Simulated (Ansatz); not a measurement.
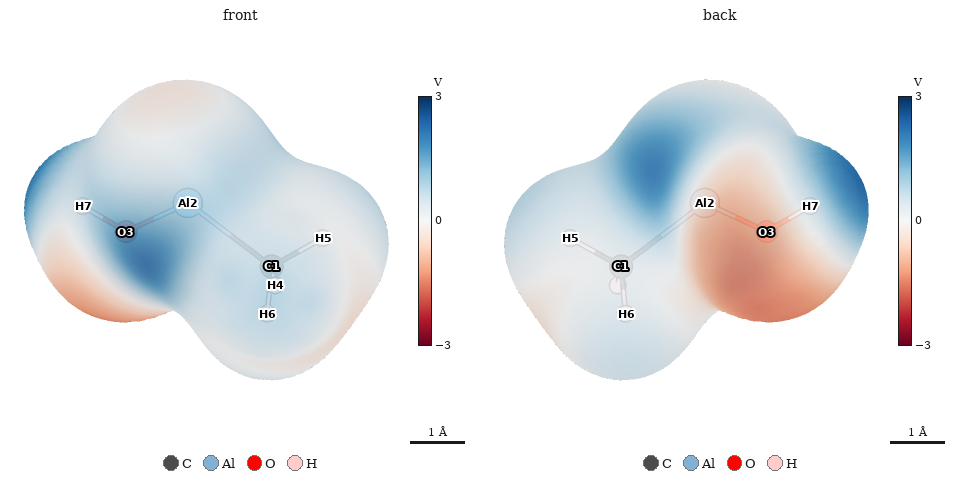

*CH4AlO (SMILES [CH3][Al][OH]) (doublet). The molecular electrostatic potential painted on the density surface at 0.002 e/bohr³, seen from the front and from behind; red is negative and blue positive.*

Geometry: r2SCAN-D4/def2-SVP.

Level of theory: isolated molecule in a Gaussian basis; Kohn-Sham density functional theory, functional PBE0 in Ansatz.

Input

```
crystal:
  periodic: [false, false, false]
  atoms:
    - {symbol: C, position_ang: [-2.326636, -0.608935, -0.492034]}
    - {symbol: Al, position_ang: [-0.873796, 0.534192, 0.182708]}
    - {symbol: O, position_ang: [0.516718, 0.643588, -0.819625]}
    - {symbol: H, position_ang: [-3.259617, -0.036797, -0.627895]}
    - {symbol: H, position_ang: [-2.550505, -1.431521, 0.207588]}
    - {symbol: H, position_ang: [-2.034289, -1.042289, -1.463624]}
    - {symbol: H, position_ang: [1.300169, 1.163712, -0.617411]}
basis:
  gaussian:
    orbitals: def2-TZVPD
total_charge: 0
magnetization:
  spin_polarized: true
  initial_magnetization: 1
hamiltonian:
  xc: {name: PBE0}
output: {forces: true, orbitals: {seedname: orbitals}}
```

Command:

```sh
ansatz run input.yaml --threads 1 --pin off --max-ram 2610MiB --events-out events.jsonl --progress --plain --runs-dir runs
```

> Where is the surface potential most negative and most positive?

The most negative region (about −1.5 V, or −35 kcal/mol for a unit charge) lies over O3, the most positive (about +2.3 V, or +53 kcal/mol for a unit charge) over H7. O3 is the likeliest acceptor of a hydrogen bond.

> How polar is the molecule by this calculation?

Its dipole moment is 0.83 D.
